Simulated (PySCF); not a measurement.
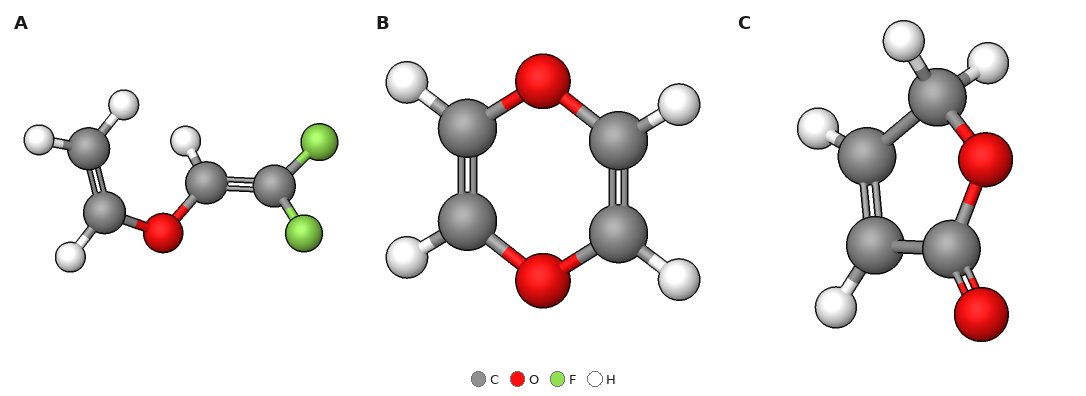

(Drawn from a calculation with PySCF.)

Which panel belongs to which SMILES?
(1) C1=COC=CO1
(2) O=C1C=CCO1
(3) C=COC=C(F)F

A is (3), B is (1), C is (2).
